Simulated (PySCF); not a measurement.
## Electronic structure of C6H11AlCl2 (SMILES C=CC[C](C)(C)[Al]([Cl])[Cl]) in real space

The calculation's input:

```
{"job": {"kind": "nmr", "xc": "PBE0", "basis": "pcSseg-1"}, "charge": 0, "multiplicity": 1}
C      2.158797     1.166993     0.713563
C      1.437948     1.010051    -0.396044
C      0.841808    -0.293676    -0.784427
C     -0.582570    -0.397081    -0.161617
C     -1.538393     0.521093    -0.930828
C     -1.063802    -1.845556    -0.298246
Al    -0.283790     0.292217     1.744620
Cl     0.467731    -0.988338     3.141443
Cl    -1.011417     2.112599     2.299644
H      2.550615     2.126401     1.008808
H      2.503275     0.313526     1.281824
H      1.193097     1.867285    -1.009288
H      1.449750    -1.109849    -0.387446
H      0.778663    -0.393594    -1.870582
H     -1.244172     1.564787    -0.827301
H     -2.549997     0.420482    -0.540488
H     -1.555335     0.269916    -1.992788
H     -0.434204    -2.517233     0.283905
H     -2.085837    -1.942326     0.062974
H     -1.037316    -2.167019    -1.340762
```

Command:

```sh
OMP_NUM_THREADS=1 python probes_run.py task.json out
```

Geometry: GFN2-xTB.

The calculation used PBE0/pcSseg-1, SCF density, gas phase, non-relativistic in PySCF.

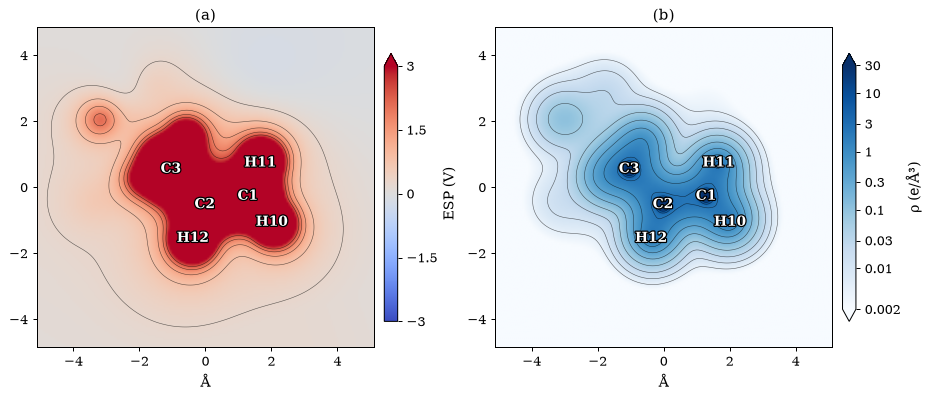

Figure 1. (a) molecular electrostatic potential; (b) electron density on the plane of atoms C3, C2 and H12.

> What do the fields say about this system?

- The section cuts through C and H sites.
- C–C (1.33 Å): ρ at the midpoint is about 2.3 e/Å³.
- C–H (1.08 Å): ρ at the midpoint is about 2 e/Å³.
- C–C (1.49 Å): ρ is about 1.8 e/Å³ halfway.
- The potential has no marked negative region in this plane.

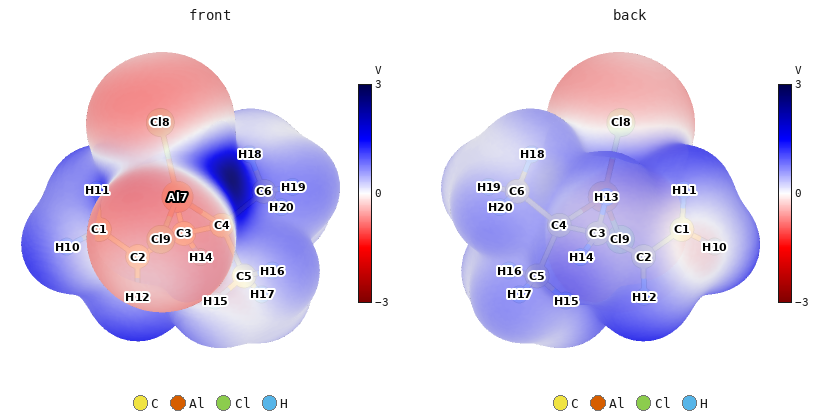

Figure 2. The molecular electrostatic potential painted on the density surface at 0.002 e/bohr³, seen from the front and from behind; red is negative and blue positive.

> Which sites attract a positive test charge, and which a negative one?

A positive charge is drawn to the negative regions and a negative charge to the positive ones. The most negative region (about −0.7 V, or −16 kcal/mol for a unit charge) lies over Cl8 and Cl9, the most positive (about +2.4 V, or +55 kcal/mol for a unit charge) over Al7.
